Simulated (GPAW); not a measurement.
**K2Pt (Fm-3m): G0W0 with GPAW, start to end**

Aim: the G0W0 gap of K2Pt (Fm-3m) on LDA, step by step.

Program: GPAW 26.7.0. Level of theory: LDA and many-body steps on it, plane waves. Results are calculated unless marked as measured.

### Step 1. The structure

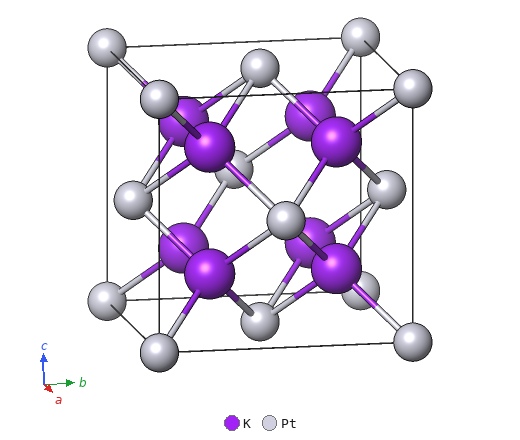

The cell as given, slightly off an axis (potassium purple, platinum light grey). This picture shows the conventional cell, with its axes. Some periodic images of atoms are drawn too.

As a file:

```cif
data_structure
_symmetry_space_group_name_H-M 'Fm-3m'
_symmetry_Int_Tables_number 225
_cell_length_a 7.5629
_cell_length_b 7.5629
_cell_length_c 7.5629
_cell_angle_alpha 90.000
_cell_angle_beta 90.000
_cell_angle_gamma 90.000
_cell_volume 432.58
loop_
_atom_site_label
_atom_site_type_symbol
_atom_site_symmetry_multiplicity
_atom_site_Wyckoff_symbol
_atom_site_fract_x
_atom_site_fract_y
_atom_site_fract_z
_atom_site_occupancy
K1 K 8 c 0.25000 0.25000 0.75000 1
Pt1 Pt 4 a 0.00000 0.00000 0.00000 1
```

The cell and positions are those that the Materials Project relaxed with its own functionals (PBE, PBE+U or r2SCAN), kept fixed. Spin-orbit coupling is left out unless a step names it.

### Step 2. Ground state

This step: GPAW 26.7.0; DFT, LDA, plane waves, PAW.

The ground-state density comes first.

The input, run.py:

```python
import json
import numpy as np
from gpaw.mpi import world
from ase import Atoms
from gpaw import GPAW, PW, FermiDirac

atoms = Atoms(['K', 'K', 'Pt'],
    cell=[[0.0000000000, 3.7814631400, 3.7814631400],
      [3.7814631400, 0.0000000000, 3.7814631400],
      [3.7814631400, 3.7814631400, 0.0000000000]],
    scaled_positions=[[0.7500000000, 0.7500000000, 0.7500000000],
      [0.2500000000, 0.2500000000, 0.2500000000],
      [0.0000000000, 0.0000000000, 0.0000000000]],
    pbc=(True, True, True))
calc = GPAW(mode=PW(450),
    xc='LDA',
    kpts={'size': (6, 6, 6), 'gamma': True},
    occupations=FermiDirac(0.001),
    nbands=-7,
    convergence={'density': 1e-6, 'bands': -3},
    maxiter=100,
    txt='gs.txt')
atoms.calc = calc
res = {'energy': atoms.get_potential_energy()}
kpts = calc.get_ibz_k_points()
res['kpts'] = kpts
res['eigenvalues'] = [calc.get_eigenvalues(kpt=k) for k in range(len(kpts))]
res['n_electrons'] = calc.get_number_of_electrons()
calc.write('gs.gpw')

if world.rank == 0:
    with open('result.json', 'w') as f:
        json.dump(res, f, default=lambda x: x.tolist())
```

Started as:

```
mpirun -n 4 gpaw python run.py
```

Numbers of over 12 decimals in the logs are rounded to 6 here.

The log of the run:

```text
__  _  _
 | _ |_)|_||  |
 |__||  | ||/\| - 26.7.0

Input parameters:
  mode=PW(ecut=450.000000),
  convergence={'density': 1e-06, 'bands': -3},
  kpts=MonkhorstPack(size=(6, 6, 6), gamma=True),
  maxiter=100,
  nbands=-7,
  occupations=Occupations(name='fermi-dirac', width=0.001, fixmagmom=False),
  xc=XC(name='LDA')
  [... matrices ...]
Diagonalizing LCAO Hamiltonian
Converting LCAO to pw mode

                         K

             K

       Pt

Atoms  # Å, Bohr magnetons
|   | symbol |        x |        y |        z |    initial magnetic moments |
| 0 |      K | 5.672195 | 5.672195 | 5.672195 | ( 0.0000,  0.0000,  0.0000) |
| 1 |      K | 1.890732 | 1.890732 | 1.890732 | ( 0.0000,  0.0000,  0.0000) |
| 2 |     Pt | 0.000000 | 0.000000 | 0.000000 | ( 0.0000,  0.0000,  0.0000) |

Unit cell  # Å
| periodic |        x |        y |        z |  lengths |    angles |
|      yes | 0.000000 | 3.781463 | 3.781463 | 5.347796 | 60.000000 |
|      yes | 3.781463 | 0.000000 | 3.781463 | 5.347796 | 60.000000 |
|      yes | 3.781463 | 3.781463 | 0.000000 | 5.347796 | 60.000000 |

Number of symmetries: 48
Symmetry operations  # r_c * U_cc + t_c -> r_c
|    | kind |            matrix            |
|  0 |  σ   |  1, 0, 0,  1, 0,-1,  1,-1, 0 |
|  1 |  C2  |  1, 0, 0,  1,-1, 0,  1, 0,-1 |
|  2 |  E   |  1, 0, 0,  0, 1, 0,  0, 0, 1 |
|  3 |  σ   |  1, 0, 0,  0, 0, 1,  0, 1, 0 |
|  4 |  C4  |  1, 0,-1,  1, 0, 0,  1,-1, 0 |
|  5 |  S6  |  1, 0,-1,  1,-1, 0,  1, 0, 0 |
|  6 |  σ   |  1, 0,-1,  0, 1,-1,  0, 0,-1 |
|  7 |  C3  |  1, 0,-1,  0, 0,-1,  0, 1,-1 |
|  8 |  S6  |  1,-1, 0,  1, 0, 0,  1, 0,-1 |
|  9 |  C4  |  1,-1, 0,  1, 0,-1,  1, 0, 0 |
| 10 |  C3  |  1,-1, 0,  0,-1, 1,  0,-1, 0 |
| 11 |  σ   |  1,-1, 0,  0,-1, 0,  0,-1, 1 |
| 12 |  σ   |  0, 1, 0,  1, 0, 0,  0, 0, 1 |
| 13 |  C4  |  0, 1, 0,  0, 1,-1, -1, 1, 0 |
| 14 |  C3  |  0, 1, 0,  0, 0, 1,  1, 0, 0 |
| 15 |  S6  |  0, 1, 0, -1, 1, 0,  0, 1,-1 |
| 16 |  C2  |  0, 1,-1,  1, 0,-1,  0, 0,-1 |
| 17 |  σ   |  0, 1,-1,  0, 1, 0, -1, 1, 0 |
| 18 |  S4  |  0, 1,-1,  0, 0,-1,  1, 0,-1 |
| 19 |  C4  |  0, 1,-1, -1, 1, 0,  0, 1, 0 |
| 20 |  C3  |  0, 0, 1,  1, 0, 0,  0, 1, 0 |
| 21 |  σ   |  0, 0, 1,  0, 1, 0,  1, 0, 0 |
| 22 |  S6  |  0, 0, 1,  0,-1, 1, -1, 0, 1 |
| 23 |  C4  |  0, 0, 1, -1, 0, 1,  0,-1, 1 |
| 24 |  S4  |  0, 0,-1,  1, 0,-1,  0, 1,-1 |
| 25 |  C3  |  0, 0,-1,  0, 1,-1,  1, 0,-1 |
| 26 |  C2  |  0, 0,-1,  0,-1, 0, -1, 0, 0 |
| 27 |  S6  |  0, 0,-1, -1, 0, 0,  0,-1, 0 |
| 28 |  S4  |  0,-1, 1,  1,-1, 0,  0,-1, 0 |
| 29 |  C4  |  0,-1, 1,  0, 0, 1, -1, 0, 1 |
| 30 |  C2  |  0,-1, 1,  0,-1, 0,  1,-1, 0 |
| 31 |  σ   |  0,-1, 1, -1, 0, 1,  0, 0, 1 |
| 32 |  C3  |  0,-1, 0,  1,-1, 0,  0,-1, 1 |
| 33 |  S6  |  0,-1, 0,  0, 0,-1, -1, 0, 0 |
| 34 |  S4  |  0,-1, 0,  0,-1, 1,  1,-1, 0 |
| 35 |  C2  |  0,-1, 0, -1, 0, 0,  0, 0,-1 |
| 36 |  C2  | -1, 1, 0,  0, 1, 0,  0, 1,-1 |
| 37 |  S6  | -1, 1, 0,  0, 1,-1,  0, 1, 0 |
| 38 |  S4  | -1, 1, 0, -1, 0, 1, -1, 0, 0 |
| 39 |  C3  | -1, 1, 0, -1, 0, 0, -1, 0, 1 |
| 40 |  S6  | -1, 0, 1,  0, 0, 1,  0,-1, 1 |
| 41 |  C2  | -1, 0, 1,  0,-1, 1,  0, 0, 1 |
| 42 |  C3  | -1, 0, 1, -1, 1, 0, -1, 0, 0 |
| 43 |  S4  | -1, 0, 1, -1, 0, 0, -1, 1, 0 |
| 44 |  C2  | -1, 0, 0,  0, 0,-1,  0,-1, 0 |
| 45 |  i   | -1, 0, 0,  0,-1, 0,  0, 0,-1 |
| 46 |  σ   | -1, 0, 0, -1, 1, 0, -1, 0, 1 |
| 47 |  C2  | -1, 0, 0, -1, 0, 1, -1, 1, 0 |

BZ-sampling:
  Number of BZ points: 216
  Number of IBZ points: 16

  Monkhorst-Pack size: [6, 6, 6]
  Monkhorst-Pack shift: [0.083333, 0.083333, 0.083333]

K-points  # in reciprocal-cell coordinates
|     |                                coordinates |     weight |
|   0 | (  0.00000000,   0.00000000,   0.00000000) | 0.00462963 |
|   1 | (  0.16666667,   0.16666667,   0.00000000) | 0.02777778 |
|   2 | (  0.16666667,   0.16666667,   0.16666667) | 0.03703704 |
|   3 | (  0.33333333,   0.16666667,   0.16666667) | 0.05555556 |
|   4 | (  0.33333333,   0.33333333,  -0.33333333) | 0.05555556 |
|   5 | (  0.33333333,   0.33333333,   0.00000000) | 0.02777778 |
|   6 | (  0.33333333,   0.33333333,   0.16666667) | 0.11111111 |
|   7 | (  0.33333333,   0.33333333,   0.33333333) | 0.03703704 |
|   8 | (  0.50000000,   0.33333333,  -0.33333333) | 0.11111111 |
|   9 | (  0.50000000,   0.33333333,  -0.16666667) | 0.05555556 |
| ... |                                            |            |
|  15 | (  0.50000000,   0.50000000,   0.50000000) | 0.01851852 |

Plane wave coefficients: 2397
Cutoff: 450.000000 eV

Spin-components: 1 (collinear spins)
Bands:           24
Projectors:      16
Spin-degeneracy: 2
Datatype:        complex128

  Storage: CPU
  Wave functions: 14_727_168 bytes (3_681_792 per core)
  Projectors: 14_113_536 bytes (3_528_384 per core)
  [... matrices ...]
Parallelization:
  kpt:    4
  domain: 1
  band:   1

Density:
  Valence electrons: 34.0
  Components: 1
  Grid points: [27 27 27]
  Charge: 0.0  # |e|

Potential:
  Grid points: [27 27 27]

species:
  K:
    name:    Potassium
    Z:       19.0
    valence: 9
    core:    10
    charge:  0.0  # [|e|]
    compensation charges:
      type: gauss
      rc: 0.35  # [Å]
      lmax: 2
    cutoffs:
      filter: 1.91  # [Å]
      core: 1.27  # [Å]
    projectors
    | kind |    occ | energy [eV] | rcut [Å] |
    |   3s |  2.000 |     -35.177 |    1.122 |
    |   4s |  1.000 |      -2.428 |    1.122 |
    |   3p |  6.000 |     -18.839 |    1.106 |
    |    p |        |       8.373 |    1.106 |
    |    d |        |       0.000 |    0.937 |

    Using partial waves for K as LCAO basis

  Pt:
    name:    Platinum
    Z:       78.0
    valence: 16
    core:    62
    charge:  0.0  # [|e|]
    compensation charges:
      type: gauss
      rc: 0.41  # [Å]
      lmax: 2
    cutoffs:
      filter: 2.26  # [Å]
      core: 2.26  # [Å]
    projectors
    | kind |    occ | energy [eV] | rcut [Å] |
    |   6s |  1.000 |      -5.930 |    1.307 |
    |   5p |  6.000 |     -56.318 |    1.371 |
    |   6p |  0.000 |      -0.962 |    1.371 |
    |   5d |  9.000 |      -6.387 |    1.307 |
    |    s |        |      21.281 |    1.307 |
    |    d |        |      20.825 |    1.307 |

    Using partial waves for Pt as LCAO basis

Reference energy: -532778.088840  # eV

eigensolver:
  PPCG
  Converge bands: -3
  niter=2

density mixing:
  MSR1-Mixer
  Pratt-step length: 0.05
  Maximum mixing coefficient: 0.75
  Old densities: 10
  SVD Regularization: 0.005
  Good broyden scale: 1.0
  Trust region scale: 1.0
  Backstep threshold: 4.0
  History deletion threshold: 6.0
  Fourier metric: weight=20.0, sigma=0.015

occupation numbers:
  Fermi-Dirac:
    width: 0.0010  # eV

poisson solver:
  ecut: 3600.000000  # eV

xc functional:
  name: None

Initialization done in: 0.985 s

convergence criteria:
- Maximum integral of absolute [dens]ity change: 1e-06 electrons / valence electron
- Maximum [total energy] change in last 3 cyles: 0.0005 eV / valence electron
- Maximum integral of absolute [eigenst]ate change: 4e-08 eV^2 / valence electron
maximum number of iterations: 100

SCF iterations
|iter     |     time |      energy | eigst |  dens |
|iter:   1|  |  -10.917788 | +0.52 |       |
|iter:   2|  |  -10.802154 | -0.22 | -1.28 |
|iter:   3|  |  -10.263247 | -0.93 | -1.32 |
|iter:   4|  |  -10.188625 | -1.66 | -1.67 |
|iter:   5|  |  -10.190344 | -3.11 | -2.17 |
|iter:   6|  |  -10.190783c| -3.95 | -2.66 |
|iter:   7|  |  -10.190809c| -4.63 | -3.41 |
|iter:   8|  |  -10.190809c| -5.19 | -3.83 |
|iter:   9|  |  -10.190809c| -5.76 | -4.51 |
|iter:  10|  |  -10.190809c| -6.17 | -4.93 |
|iter:  11|  |  -10.190809c| -6.62 | -5.88 |
|iter:  12|  |  -10.190809c| -7.12 | -6.45c|
|iter:  13|  |  -10.190809c| -7.56c| -6.75c|

Converged in 13 steps
SCF loop duration: 2.343 s (0.180 s/step)
Energy contributions relative to reference atoms: (reference = -532778.088840)
  [... matrices ...]
Energy contributions:
  Kinetic:         -18.516621
  Coulomb:          20.277985
  Zero:             -1.912018
  External:          0.000000
  Xc:              -10.040155
  Entropy:          -0.000000
  Spinorbit:         0.000000
  ----------------------------
  Free energy:     -10.190809
  Extrapolated:    -10.190809

dipole moment: (-25.659459, -25.659459, -25.659459)  # |e|*Ang

Fermi level: 1.934
Eigenvalues  # (at kpt = [0.000, 0.000, 0.000])
| band index |      eig [eV] | occ [0-2] |
|          0 |       -47.879 |     2.000 |
|        ... |               |           |
|          9 |       -11.295 |     2.000 |
|         10 |       -11.295 |     2.000 |
|         11 |        -0.578 |     2.000 |
|         12 |         1.482 |     2.000 |
|         13 |         1.482 |     2.000 |
|         14 |         1.616 |     2.000 |
|         15 |         1.616 |     2.000 |
|         16 |         1.616 |     2.000 |
|         17 |         5.170 |     0.000 |
|         18 |         5.170 |     0.000 |
|         19 |         5.170 |     0.000 |
|         20 |         7.241 |     0.000 |
|         21 |         7.467 |     0.000 |
|         22 |         7.467 |     0.000 |
|         23 |        10.564 |     0.000 |

Gap: 1.314 eV
Transition (v -> c):
  (s=0, k=12, n=16, [0.50, 0.50, 0.00]) -> (s=0, k=15, n=17, [0.50, 0.50, 0.50])
Direct/indirect transitions are different
Direct gap: 1.384 eV
Transition at: (s=0, k=15, n=16, [0.50, 0.50, 0.50])
# Writing to gs.gpw (mode='')
  [... matrices ...]
```

Elapsed: 4.6 s, on 4 MPI ranks of AMD EPYC 9R45, shared host; peak memory 0.74 GiB.

Numbers from this step:

```yaml
total_energy: -10.19 eV
gap: 1.314 eV
k_of_the_valence_top: 0.5, 0.5, 0
k_of_the_conduction_bottom: 0.5, 0.5, 0.5
least_direct_gap: 1.384 eV
```

The gap is indirect, with the least direct gap 0.07 eV higher.

### Step 3. Empty states on the mesh, 2×2×2 mesh, 373 bands

The sums over transitions need many empty states on a uniform mesh; this step solves for them.

The input, run.py:

```python
import json
import numpy as np
from gpaw.mpi import world
from gpaw import GPAW

calc = GPAW('gs.gpw').fixed_density(kpts={'size': (2, 2, 2), 'gamma': True},
    parallel={'domain': 1, 'band': 1},
    txt='nscf.txt')
calc.diagonalize_full_hamiltonian(nbands=373)
calc.write('full.gpw', mode='all')
res = {}
kpts = calc.get_ibz_k_points()
res['kpts'] = kpts
res['eigenvalues'] = [calc.get_eigenvalues(kpt=k) for k in range(len(kpts))]
res['n_electrons'] = calc.get_number_of_electrons()

if world.rank == 0:
    with open('result.json', 'w') as f:
        json.dump(res, f, default=lambda x: x.tolist())
```

Started as:

```
mpirun -n 3 gpaw python run.py
```

The log of the run:

```text
Diagonalizing LCAO Hamiltonian
Converting LCAO to pw mode
convergence criteria:
- Maximum integral of absolute [eigenst]ate change: 4e-08 eV^2 / valence electron
maximum number of iterations: 100

SCF iterations
|iter     |     time |      energy | eigst |  dens |
|iter:   1|  |             | +0.49 |       |
|iter:   2|  |             | -0.30 |       |
|iter:   3|  |             | -1.47 |       |
[...]
|iter:  22|  |             | -7.25 |       |
|iter:  23|  |             | -7.40 |       |
|iter:  24|  |             | -7.57c|       |
SCF steps: 24
  __  _  _
 | _ |_)|_||  |
 |__||  | ||/\| - 26.7.0

Input parameters:
  mode=PW(ecut=450.000000),
  convergence={'density': 1e-06, 'bands': -3},
  gpts=array([27, 27, 27]),
  kpts=MonkhorstPack(size=(2, 2, 2), gamma=True),
  maxiter=100,
  nbands=24,
  occupations=Occupations(name='fermi-dirac', width=0.001, fixmagmom=False),
  parallel={'domain': 1, 'band': 1},
  xc=XC(name='LDA')
Matrix size: 2397x2397
# Writing to full.gpw (mode='all')
  [... matrices ...]

timing:  # [seconds]
  Total: 4.931  # ━━━━━━━━━━━━━━━━━━━━━━━━━━━━━━━━━━━━━━━━━━━━━━━━━━━━━━━━━━━
```

Elapsed: 8.2 s, on 3 MPI ranks; peak memory 1.6 GiB.

This step gave:

```yaml
gap: 1.314 eV
k_of_the_valence_top: 0.5, 0.5, 0
k_of_the_conduction_bottom: 0.5, 0.5, 0.5
least_direct_gap: 1.384 eV
k_points_computed: 3
lowest_point_of_the_top_converged_band_above_the_valence_top: 121.8610 eV
```

On this mesh the gap is 1.314 eV.

(Continued in part 2 of 2.)

[Paths, hosts, dates, memory and timing lines, banners, echoed tables and standing remarks are left out of the program output.]

[Logs are printed without paths, hosts, clocks, repeated set-up lines and the standing remarks that a program may print on its own settings, such as how far it seeks lower states.]

[Runs of the session that timed out or met a known fault of the program may be left out.]

[Hosts, paths, dates, database ids (printed as entryN), source tags and the programs' standing remarks are cut or masked in the printed files.]
